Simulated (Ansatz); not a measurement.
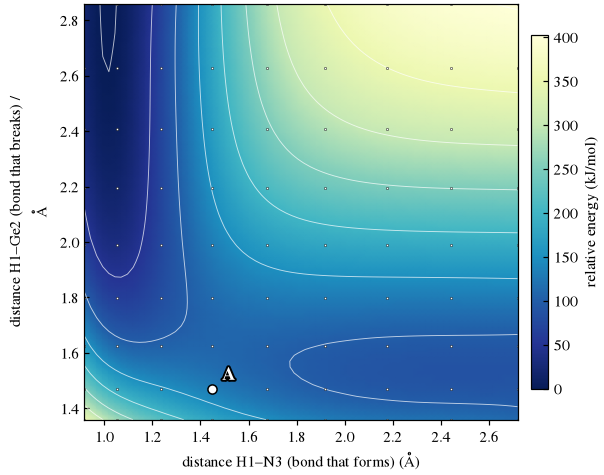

The reacting system GeH₆N (fragments GeH₄ + H₂N where the first distance is long, H₃N + GeH₃ where the second is long), spin multiplicity 2. The first coordinate is: distance H1–N3 (bond that forms); the second: distance H1–Ge2 (bond that breaks). Relaxed at each point: all other coordinates. The scan uses a 9 × 9 grid. Points are written as (first, second). Energies are in kJ/mol, from the lowest grid point. In part of the range the unrestricted reference is strongly spin-contaminated. Theory: UKS BHLYP-D4/def2-SVP in Ansatz.

In the figure: a smooth colour map with a few white contour lines, dots at the grid points, the point A. Between grid points the surface is interpolated.

**Which way does the force act at A, and how strong is it?**

A, at (1.446 Å, 1.470 Å), is not a stationary point. The computed force is 94 kJ/mol for each Å towards larger values of the first coordinate and 290 kJ/mol for each Å towards larger values of the second coordinate.
